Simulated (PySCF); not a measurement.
# GeS(OH)₂: structure of the singlet

The task is one start of a wider search on GeS(OH)₂: the singlet, from a trigonal pyramidal start. It is relaxed, tested by its Hessian and followed downhill if it is a saddle.

The runs use PySCF 2.14.0; PBE0, basis Ge def2-TZVP, S def2-TZVP, O def2-TZVP, H def2-TZVP, no relativity, density fitting.

## 1. The starting structure

6 atoms, charge 0, spin multiplicity 1.

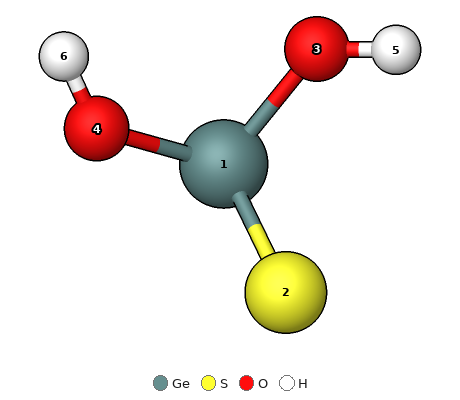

As it starts; germanium teal, sulfur yellow, oxygen red, hydrogen white; atoms are numbered from 1 in the order of the file.

```xyz
6
charge 0 multiplicity 1
Ge    0.0000    0.0000    0.0000
S    -0.9050   -1.5675    0.9624
O     1.6246    0.0000    0.8638
O    -0.8123    1.4070    0.8638
H     2.1695   -0.7354    1.1535
H    -0.4479    2.2465    1.1535
```

## 2. First SCF at the start

The steps below are one call of a driver around PySCF. For each, scf.py gives the equivalent set-up of the SCF; relaxations use the driver's own optimiser. After this first run the driver tries any further starts and a stability analysis.

Input file scf.py:

```python
from pyscf import gto, scf, dft
mol = gto.M(atom='''
Ge     0.000000     0.000000     0.000000
S     -0.905000    -1.567500     0.962400
O      1.624600     0.000000     0.863800
O     -0.812300     1.407000     0.863800
H      2.169500    -0.735400     1.153500
H     -0.447900     2.246500     1.153500''',
    basis={'Ge': 'def2-TZVP', 'S': 'def2-TZVP', 'O': 'def2-TZVP', 'H': 'def2-TZVP'},
    charge=0, spin=0)
mf = dft.RKS(mol, xc='PBE0')
mf.grids.atom_grid = (50, 194)
aux = {'Ge': 'def2-universal-JKFIT', 'S': 'def2-universal-JKFIT', 'O': 'def2-universal-JKFIT', 'H': 'def2-universal-JKFIT'}
mf = mf.density_fit(auxbasis=aux)
mf.conv_tol = 1e-08
mf.diis_space = 10
mf.max_cycle = 60
mf.init_guess = 'minao'
mf.verbose = 4
mf.kernel()
```

Started as:

```bash
$ OMP_NUM_THREADS=4 python axn.py task.json out
```

Standard output:

```text
init E= -2626.00528032439
  HOMO = -0.305803037250828  LUMO = -0.210813858984231  gap/eV = 2.58479
cycle= 1 E= -2626.01377156408  delta_E= -0.00849  |g|= 1.33  |ddm|=  2.2
  HOMO = -0.152042415572904  LUMO = -0.142274391191887  gap/eV = 0.26580
cycle= 2 E= -2624.75708928943  delta_E= 1.26  |g|= 2.71  |ddm|= 2.84
  HOMO = -0.252511501446139  LUMO = -0.175739304387868  gap/eV = 2.08908
cycle= 3 E= -2626.3025940307  delta_E= -1.55  |g|= 0.368  |ddm|= 2.36
  HOMO = -0.233265100247189  LUMO = -0.189613254273222  gap/eV = 1.18783
cycle= 4 E= -2626.29428671286  delta_E= 0.00831  |g|= 0.417  |ddm|= 0.802
  HOMO = -0.264131476107859  LUMO = -0.18769741501476  gap/eV = 2.07988
cycle= 5 E= -2626.33771558787  delta_E= -0.0434  |g|= 0.161  |ddm|= 0.507
  HOMO = -0.257925892952699  LUMO = -0.18496579694218  gap/eV = 1.98535
cycle= 6 E= -2626.3429623961  delta_E= -0.00525  |g|= 0.0531  |ddm|= 0.174
  HOMO = -0.26062157774653  LUMO = -0.182208527225811  gap/eV = 2.13373
cycle= 7 E= -2626.34385247359  delta_E= -0.00089  |g|= 0.017  |ddm|= 0.0628
  HOMO = -0.260810435271579  LUMO = -0.181598612952968  gap/eV = 2.15546
cycle= 8 E= -2626.34390848846  delta_E= -5.6e-05  |g|= 0.00588  |ddm|= 0.0191
  HOMO = -0.261336011869956  LUMO = -0.181765840372158  gap/eV = 2.16521
cycle= 9 E= -2626.34392465643  delta_E= -1.62e-05  |g|= 0.00143  |ddm|= 0.00917
  HOMO = -0.261342622928593  LUMO = -0.181687731816425  gap/eV = 2.16752
cycle= 10 E= -2626.34392727166  delta_E= -2.62e-06  |g|= 0.00055  |ddm|= 0.00586
  HOMO = -0.26141058006656  LUMO = -0.181723027673407  gap/eV = 2.16841
cycle= 11 E= -2626.34392833347  delta_E= -1.06e-06  |g|= 0.000333  |ddm|= 0.0057
  HOMO = -0.261376345135215  LUMO = -0.181719357166273  gap/eV = 2.16758
cycle= 12 E= -2626.34392845036  delta_E= -1.17e-07  |g|= 0.00013  |ddm|= 0.00158
  HOMO = -0.261386707355258  LUMO = -0.18172775624997  gap/eV = 2.16763
cycle= 13 E= -2626.34392846698  delta_E= -1.66e-08  |g|= 6.02e-05  |ddm|= 0.000697
  HOMO = -0.261379476827913  LUMO = -0.181726973273499  gap/eV = 2.16746
cycle= 14 E= -2626.34392846894  delta_E= -1.96e-09  |g|= 2.23e-05  |ddm|= 0.000169
  HOMO = -0.261374932124313  LUMO = -0.181727122121359  gap/eV = 2.16733
Extra cycle  E= -2626.34392846852  delta_E= 4.21e-10  |g|= 4.64e-05  |ddm|= 7.2e-05
converged SCF energy = -2626.34392846852
```

This step, with its further starts and checks, took 19 s on 4 threads, shared host.

The test of internal stability found no lower closed-shell solution.

## 3. Relaxation: trigonal pyramidal start, singlet

The program finds C1 symmetry in the start. The walk stops when the largest gradient is under 0.0003 Eh/bohr and the energy has settled too.

Changes to scf.py since step 2:

```diff
@@ -3,6 +3,6 @@
-Ge     0.000000     0.000000     0.000000
-S     -0.905000    -1.567500     0.962400
-O      1.624600     0.000000     0.863800
-O     -0.812300     1.407000     0.863800
-H      2.169500    -0.735400     1.153500
-H     -0.447900     2.246500     1.153500''',
+Ge     0.101552     0.186481    -0.434084
+S     -0.803448    -1.381019     0.528316
+O      1.726152     0.186481     0.429716
+O     -0.710748     1.593481     0.429716
+H      2.271052    -0.548919     0.719416
+H     -0.346348     2.432981     0.719416''',
@@ -18 +17,0 @@
-mf.init_guess = 'minao'
```

Energy and gradient, step by step:

```
step   energy (Eh)  change (kJ/mol)  largest gradient (Eh/bohr)
   0  -2626.343928             0.00                     0.08627
   1  -2626.391190          -124.09                     0.06493
   2  -2626.423953          -210.10                     0.03287
   3  -2626.434332          -237.36                     0.01485
   4  -2626.437437          -245.51                     0.01394
   5  -2626.438070          -247.17                     0.01032
   6  -2626.438344          -247.89                     0.00689
   7  -2626.438573          -248.49                     0.00338
   8  -2626.438718          -248.87                     0.00395
   9  -2626.438881          -249.30                     0.00410
  10  -2626.438957          -249.50                     0.00143
  11  -2626.438963          -249.51                     0.00340
  12  -2626.438990          -249.58                     0.00043
  13  -2626.438993          -249.59                     0.00040
  14  -2626.438994          -249.60                     0.00011
```

The walk took 1.8 min.

Geometry (Å) and forces (eV/Å) at some steps:

```
step 0
Ge   0.102   0.186  -0.434   1.083   0.863   4.436
S   -0.803  -1.381   0.528  -1.197  -1.633  -0.882
O    1.726   0.186   0.430  -0.054   1.765  -1.166
O   -0.711   1.593   0.430   0.146  -0.480  -1.407
H    2.271  -0.549   0.719  -0.578  -0.427  -0.587
H   -0.346   2.433   0.719   0.600  -0.088  -0.395
step 1
Ge   0.116   0.181  -0.223  -0.163  -0.536   3.339
S   -0.892  -1.506   0.460  -0.031  -0.063  -1.129
O    1.781   0.260   0.411   0.259   0.832  -0.581
O   -0.726   1.631   0.383   0.257  -0.016  -0.862
H    2.263  -0.540   0.675  -0.709   0.107  -0.471
H   -0.304   2.444   0.686   0.388  -0.325  -0.296
step 7
Ge  -0.014   0.087   0.356  -0.054  -0.123  -0.112
S   -0.942  -1.702   0.230   0.026   0.114   0.022
O    1.706   0.409   0.470   0.154  -0.009   0.065
O   -0.691   1.691   0.313  -0.024   0.098   0.121
H    2.230  -0.401   0.505  -0.107   0.093  -0.004
H   -0.052   2.386   0.518   0.005  -0.174  -0.092
step 14
Ge  -0.024   0.080   0.356   0.006   0.006   0.000
S   -0.950  -1.703   0.211  -0.003  -0.004  -0.001
O    1.693   0.430   0.497  -0.002  -0.001  -0.002
O   -0.700   1.686   0.377  -0.004  -0.004   0.000
H    2.225  -0.373   0.498  -0.001   0.000   0.002
H   -0.005   2.350   0.454   0.004   0.003   0.002
```

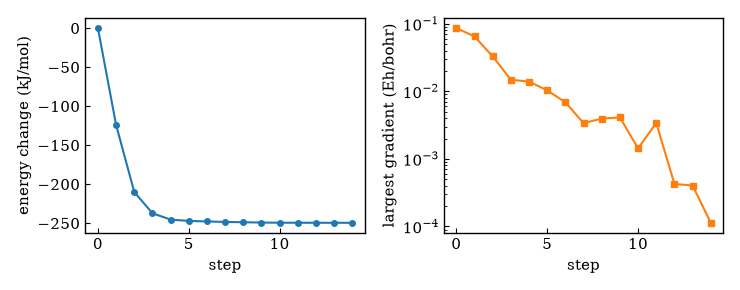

Energy and largest gradient along the walk.

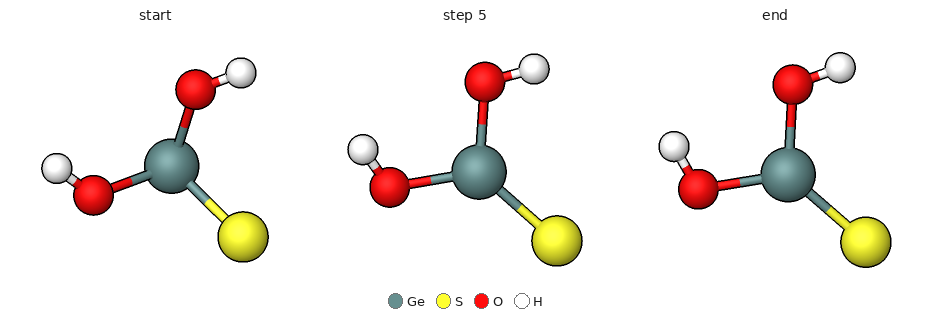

Start and end of the relaxation, with a step between.

It settles in Cs symmetry, 249.6 kJ/mol below the start, after 14 steps: Ge–O 1.743 Å, Ge–O 1.757 Å, Ge–S 2.014 Å, O–H 0.963 Å (×2); Ge–O–H 110.8°, Ge–O–H 111.9°, O–Ge–O 101.2°, O–Ge–S 129.1°, O–Ge–S 129.7°.

## 4. Is it a minimum? Harmonic modes

The point was taken to the finer grid, but the Hessian ran out of time, so its nature is unknown.

## 5. What came out

```
           quantity  value
        relaxations      1
          converged      1
saddle points found      0
       minima found      0
```

No minimum was confirmed: the time limit cut the work short. Nothing here is shown to be an equilibrium property yet.
